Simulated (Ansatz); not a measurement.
**CH7InN (SMILES C[NH2+][InH2]) (charge +1): density, localisation and related maps**

```xyz
10

C    -0.7946    0.8987   -1.2505
In    1.3902    0.2882    1.1749
N    -0.6196    1.1090    0.2282
H    -0.7593   -0.1833   -1.4729
H    -1.7606    1.3098   -1.6008
H     0.0289    1.3996   -1.7914
H    -1.4142    0.6829    0.7361
H    -0.6938    2.1172    0.4484
H     2.1134   -0.4722   -0.1693
H     1.2650    0.8031    2.7971
```

Geometry: BLYP-D3(BJ)/def2-SVP; core potentials replace the inner electrons of In.

Computed with isolated molecule in a Gaussian basis; Kohn-Sham density functional theory, functional PBE0 in Ansatz 0.2.0.

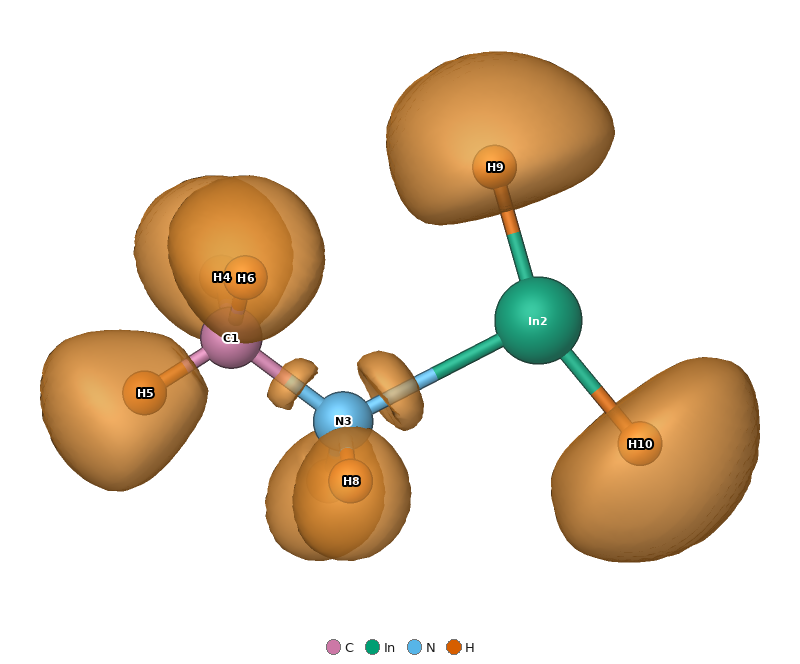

Figure 1. Isosurface of the ELF at 0.85 (orange), seen across its widest extent. Core shells and regions of very low density are left out.

### Identify the bonds, lone pairs and shells in this picture.

At this value the surface marks out one region between bonded C–N atoms (shared pairs), seven regions around hydrogen nuclei and one lobe of the valence shell of N pointing towards In.


C–N (1.50 Å): the ELF peaks at about 0.90 between the atoms, as expected for localised, covalent bonding. In–N (2.37 Å): the ELF peaks at about 0.95 in the valence shell of N, 0.7 Å from its nucleus, and drops to about 0.15 between the two atoms.

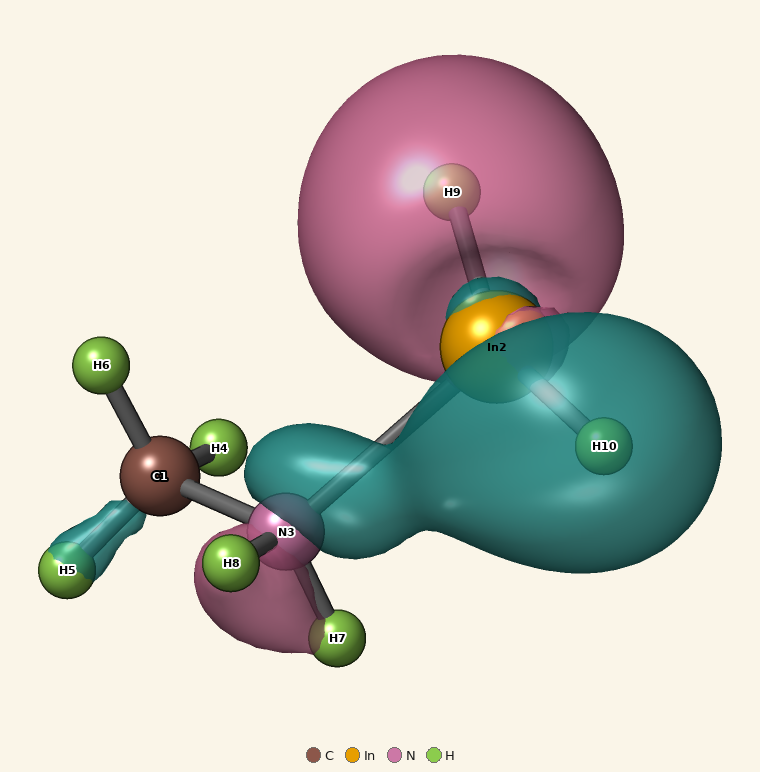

Figure 2. The HOMO−1 at ±0.1 Å⁻³ᐟ² (teal and pink are the two phases), seen at a tilt.

### Where does this orbital lie, and at what energy?

Its weight (Hirshfeld) is mainly on In2 (about 35 %), H9 (about 35 %), H10 (about 20 %) and N3 (about 5 %). Its energy is −13.94 eV.
